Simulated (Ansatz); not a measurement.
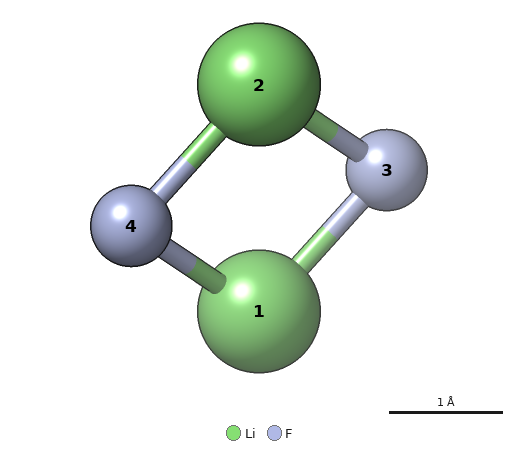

The picture comes from a calculation with Ansatz.

Orthographic view. Atoms fade into the background with distance from the viewer. Geometry: a fixed input geometry, not necessarily a minimum.

Write a Z-matrix (Å, degrees) in the order of the atom numbers, with these reference atoms: 2 to 1; 3 to 2, 1; 4 to 1, 3, 2.

```
Li 
Li   1   2.209
F    2   1.700   1    49.5
F    1   1.700   3    99.0   2     0.0
```
